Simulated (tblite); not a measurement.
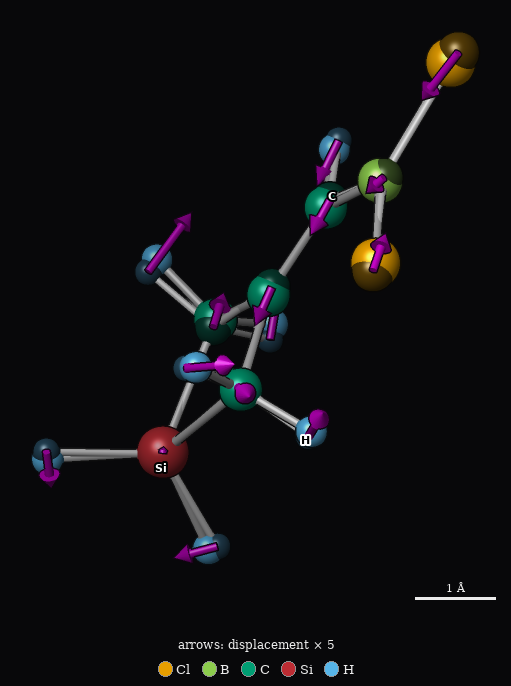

A relaxation of C$_{4}$H$_{7}$BCl$_{2}$Si. The starting structure is drawn faded, the final one solid; purple arrows show the displacements, 5 times their true length. The two geometries are superimposed by the best rigid fit.

A ball-and-stick model, seen from a free direction.

Computed with GFN2-xTB geometry optimisation, gas phase in tblite 0.8.0. 

What happened in the run?

After 35 geometry steps the energy has fallen by 25.7 kcal/mol. The largest moves after the best rigid fit, 0.20 Å, are those of H atoms. By element the largest moves are H 0.20 Å, Cl 0.18 Å, C 0.12 Å, B 0.07 Å, Si 0.02 Å. Near-neighbour distances that change, for instance: B–Cl 1.843 → 1.728 Å, C–Si 1.823 → 1.918 Å, B–C 1.574 → 1.531 Å, C–H 1.116 → 1.089 Å. Among the angles between lasting bonds that change: C–C–C 88.9° → 102.9°, H–Si–H 122.8° → 112.6°, C–C–Si 100.0° → 90.6°.
